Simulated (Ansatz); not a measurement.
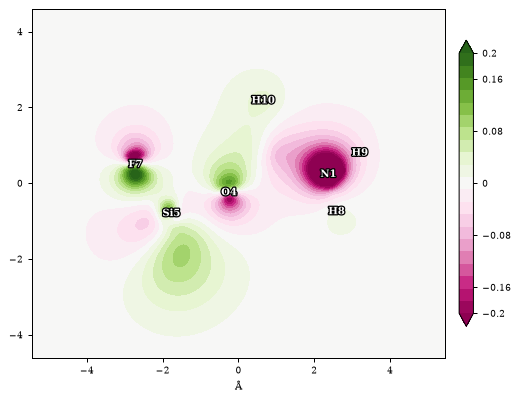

Figure. F$_{2}$H$_{6}$N$_{2}$OSi$_{2}$ (SMILES N[SiH](F)O[SiH](N)F). The HOMO−1 on the plane of atoms O4, Si5 and F7 (values in Å⁻³ᐟ²; the overall sign is arbitrary).

Geometry: PBE0-D4/def2-TZVP.

The calculation used Ansatz, RKS PBE0-D4/def2-TZVPP.

Input file:

```
crystal:
  periodic: [false, false, false]
  atoms:
    - {symbol: N, position_ang: [-0.039094, -1.598760, 2.109700]}
    - {symbol: Si, position_ang: [0.915010, -1.097172, 0.808667]}
    - {symbol: F, position_ang: [1.298331, -2.270361, -0.207359]}
    - {symbol: O, position_ang: [0.046422, -0.016956, -0.032788]}
    - {symbol: Si, position_ang: [-0.144430, 0.835642, -1.398820]}
    - {symbol: N, position_ang: [-1.288130, 2.037705, -1.080109]}
    - {symbol: F, position_ang: [1.298392, 1.398906, -1.794535]}
    - {symbol: H, position_ang: [-1.032940, -1.725373, 2.011917]}
    - {symbol: H, position_ang: [0.342168, -2.157934, 2.854152]}
    - {symbol: H, position_ang: [2.197506, -0.559112, 1.294390]}
    - {symbol: H, position_ang: [-0.575154, 0.012059, -2.541808]}
    - {symbol: H, position_ang: [-1.320014, 2.507169, -0.190220]}
    - {symbol: H, position_ang: [-1.677767, 2.599287, -1.818389]}
basis:
  gaussian: {orbitals: def2-TZVPP}
hamiltonian: {xc: pbe0, dispersion: d4}
output: {orbitals: {seedname: orbitals}}
```

Command:

```sh
ansatz run in.yaml --threads 2 --pin off --events-out ev --progress --plain --max-ram 32768MiB --backend cpu
```

> Where does this orbital lie, and at what energy?

It lies mainly on N1 (about 35 %) and N6 (about 35 %); largely a combination of lone pairs on N1 and N6. Its energy is −8.07 eV.
